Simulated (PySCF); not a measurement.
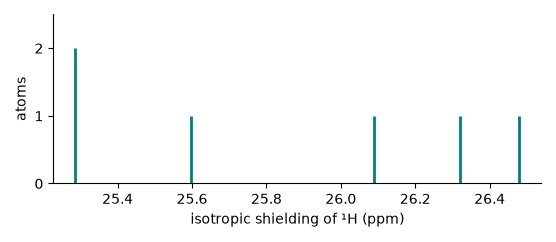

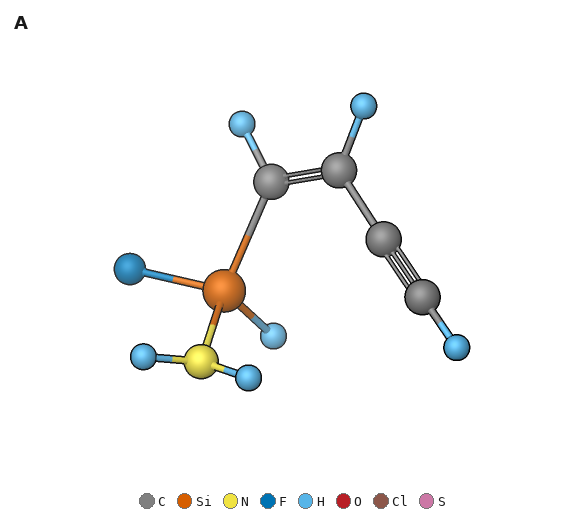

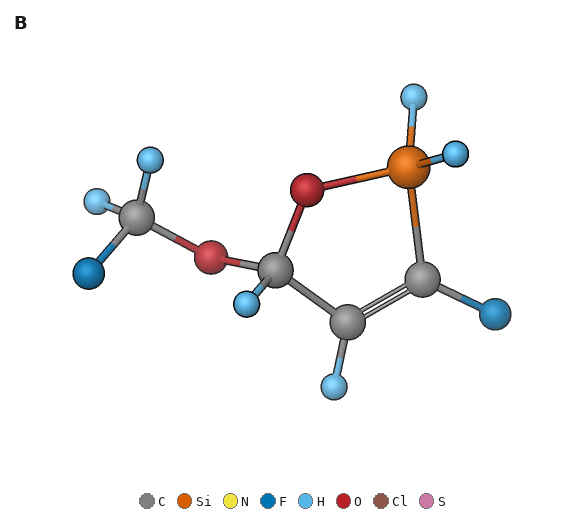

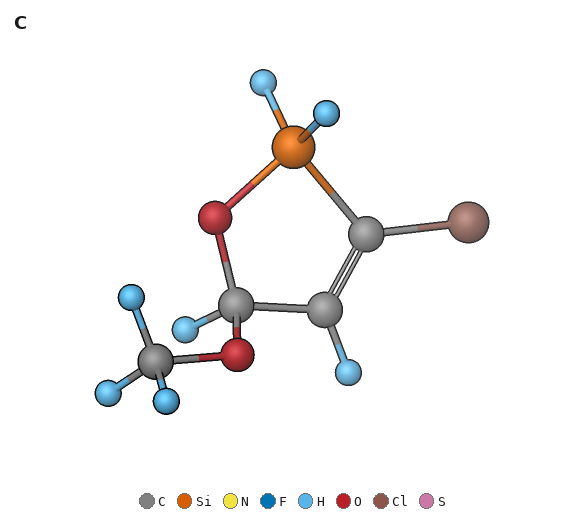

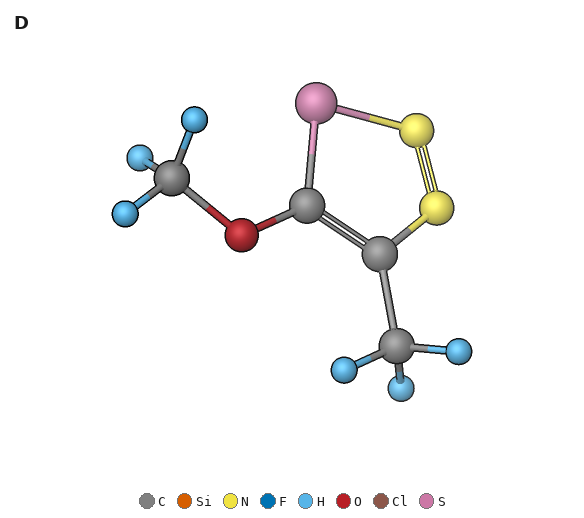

The sticks are computed shieldings of one of the molecules, for one fixed geometry (GFN2-xTB) without averaging over rotations. Low shielding means a high chemical shift. Method: GIAO PBE0/pcSseg-1 NMR shielding, non-relativistic, gas phase (PySCF 2.14.0).

Match the spectrum to a structure.

Answer. B, `FCO[C@H]1C=C(F)[SiH2]O1`. Its 6 H atoms give lines at 25.29 (2 atoms), 25.60, 26.09, 26.32, 26.48 ppm.

The geometry is semi-empirical. Around Si such bond lengths and angles can be off by a tenth of an ångström or more and by several degrees, and values that hang on the shape move with them.
